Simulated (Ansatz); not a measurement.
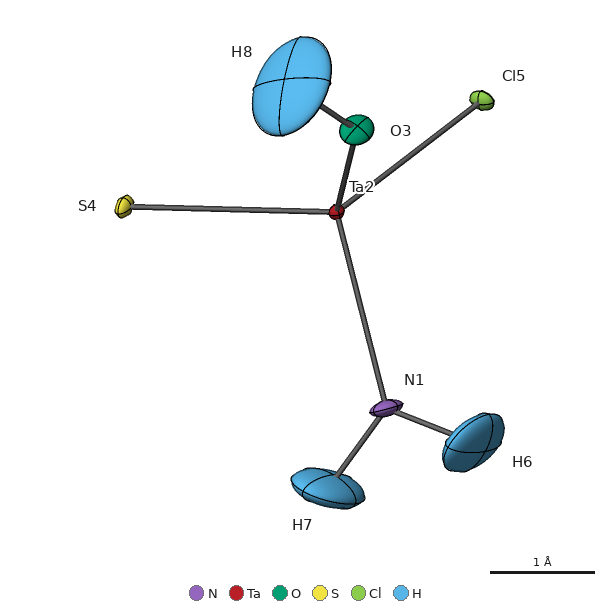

Displacement ellipsoids at the 50 % level, from the internal vibrations of the free molecule (harmonic, no overall translation or rotation; no half-axis is drawn under 0.075 Å). Charge 0, singlet. Vibrations computed with RKS PBE0-D4/def2-TZVP, core potentials on Ta (Ansatz 0.2.0). Temperature: 400 K.

Question. Which atom moves most?

Answer. H8, with U_eq = 0.0700 Å².

Question. Does H8 move more along its bond or across it?

Answer. Across it: the root-mean-square amplitude is 0.105 Å along the bond and up to 0.351 Å across, since bending and torsion are softer than stretching.

List U_eq and the three principal root-mean-square amplitudes for each kind of atom.

| atom | U_eq (Å²) | rms amplitudes (Å) |
| --- | --- | --- |
| N1 | 0.0088 | 0.049, 0.096, 0.122 |
| Ta2 | 0.00046 | 0.016, 0.023, 0.024 |
| O3 | 0.0086 | 0.047, 0.099, 0.116 |
| S4 | 0.0046 | 0.038, 0.062, 0.093 |
| Cl5 | 0.0046 | 0.047, 0.067, 0.084 |
| H6 | 0.0521 | 0.099, 0.211, 0.319 |
| H7 | 0.0496 | 0.095, 0.215, 0.306 |
| H8 | 0.0700 | 0.093, 0.280, 0.351 |
